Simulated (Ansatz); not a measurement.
# GaH7O2Si2 (SMILES [SiH3]O[SiH2][O][GaH2]): what the fields show

```yaml
atoms:
  - { symbol: Ga, position_ang: [0.6836, 2.4137, 2.8130] }
  - { symbol: O, position_ang: [-1.2117, 0.6715, 0.4230] }
  - { symbol: O, position_ang: [0.6238, 0.6551, 2.3695] }
  - { symbol: Si, position_ang: [-1.9665, 2.0865, 0.7723] }
  - { symbol: Si, position_ang: [0.0659, -0.1965, 1.0928] }
  - { symbol: H, position_ang: [-2.0453, 2.9713, -0.4199] }
  - { symbol: H, position_ang: [-3.3056, 1.8798, 1.3879] }
  - { symbol: H, position_ang: [-1.1424, 2.8487, 1.8107] }
  - { symbol: H, position_ang: [1.0835, -0.3606, 0.0163] }
  - { symbol: H, position_ang: [-0.4604, -1.5189, 1.5259] }
  - { symbol: H, position_ang: [1.5263, 3.3137, 1.8502] }
  - { symbol: H, position_ang: [0.1223, 2.7253, 4.2344] }
```

Geometry: PBE0-D4/def2-SVP.

Level of theory: isolated molecule in a Gaussian basis; Kohn-Sham density functional theory, functional PBE0 in Ansatz 0.2.0.

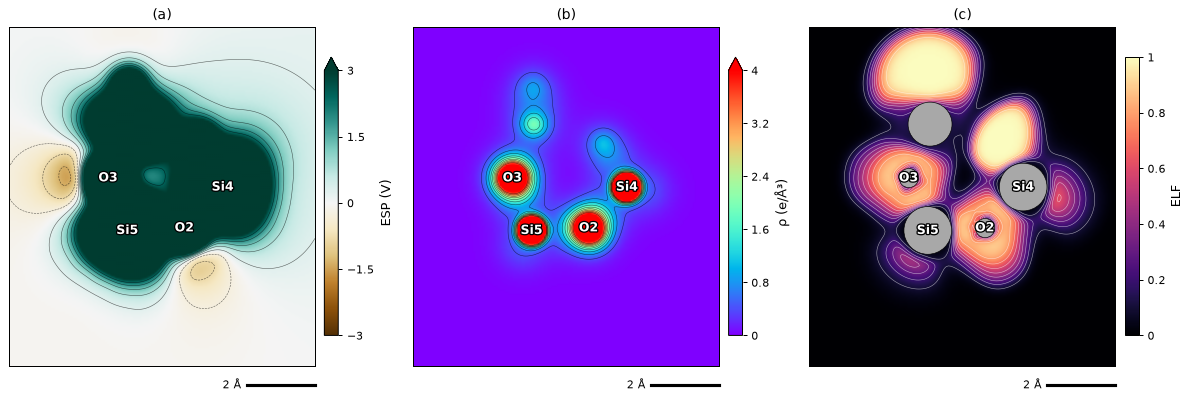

Figure 1. (a) electrostatic potential; (b) total electron density; (c) electron localisation function on the plane of atoms Si4, O2 and Si5. Grey discs cover the atomic cores in the ELF map.

### Interpret the plot.

- The section cuts through O and Si sites.
- Si–O (1.63 Å): ρ is about 1.1 e/Å³ halfway; the ELF peaks at about 0.85 between the atoms: a shared but strongly polarised pair.
- Si–O (1.68 Å): the density is about 0.99 e/Å³ at the midpoint; the ELF peaks at about 0.85 between the atoms: a polar covalent bond.
- The ELF also peaks beside O2 and O3, away from the bonds: lone-pair regions.
- Outside the dense part of the molecule the potential is most negative (−1.5 V) near O3.

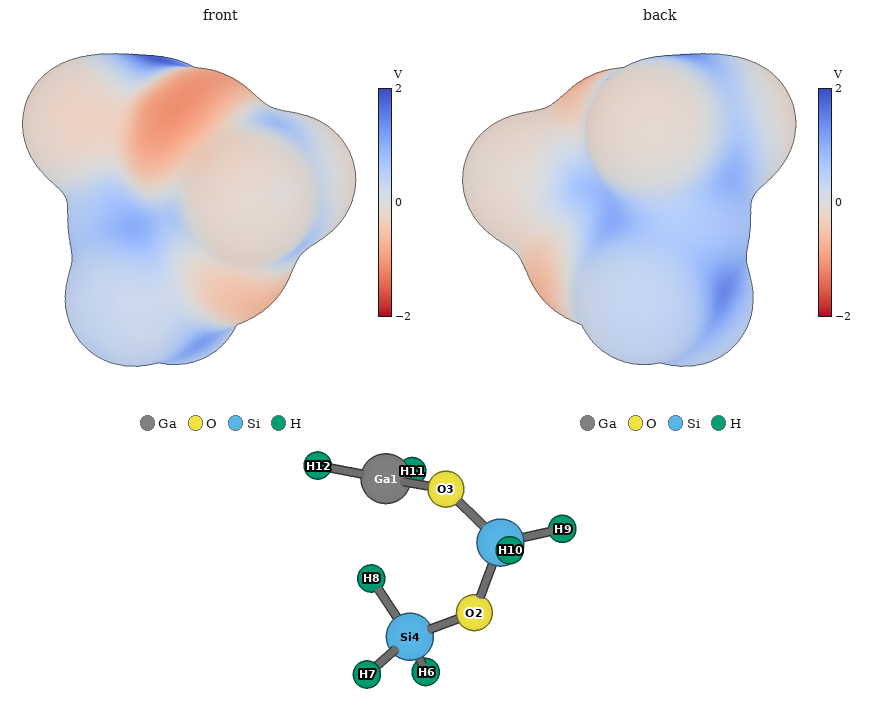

Figure 2. The electrostatic potential painted on the density surface at 0.001 e/bohr³, seen from the front and from behind; the colour scale runs from red (negative) to blue (positive). The bare structure is drawn below in the same view.

### Describe the electrostatic potential map.

The most negative region (about −1.0 V) lies over O3, the most positive (about +1.6 V) over Ga1. O3 is the likeliest acceptor of a hydrogen bond.

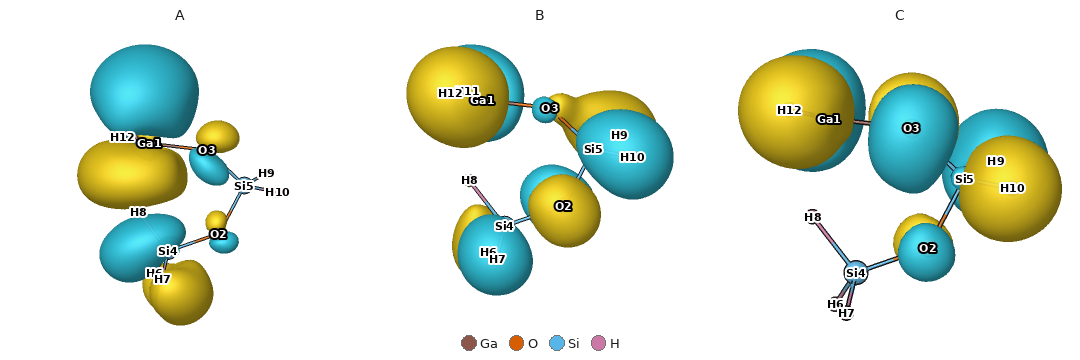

Figure 3. Three frontier orbitals at ±0.06 Å⁻³ᐟ² (yellow and cyan are the two phases), in no order.

### Which picture is the HOMO−1, the HOMO and the LUMO?

B is the HOMO−1 (−8.78 eV). By Hirshfeld shares it lies mainly on O2 (about 20 %), Ga1 (about 15 %), Si5 (about 10 %), H12 (about 10 %), H11 (about 10 %) and H10 (about 10 %). C is the HOMO (−8.03 eV). By Hirshfeld shares it lies mainly on O3 (about 30 %), Ga1 (about 15 %), H11 (about 10 %), Si5 (about 10 %), H9 (about 10 %) and H12 (about 10 %). A is the LUMO (−1.10 eV). Its weight (Hirshfeld) is mainly on Ga1 (about 55 %), Si4 (about 20 %) and H8 (about 5 %).

### What is the HOMO–LUMO gap?

6.93 eV between the orbital energies.

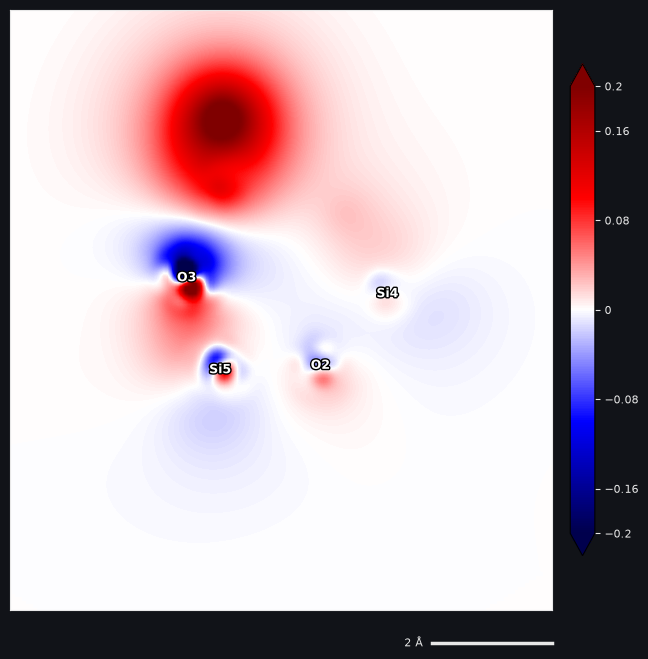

Figure 4. One frontier orbital on the plane of atoms O2, Si5 and O3 (values in Å⁻³ᐟ²; the overall sign is arbitrary).

### Which orbital is it: HOMO or LUMO?

The HOMO, at −8.03 eV. By Hirshfeld shares it lies mainly on O3 (about 30 %), Ga1 (about 15 %), H11 (about 10 %), Si5 (about 10 %), H9 (about 10 %) and H12 (about 10 %).
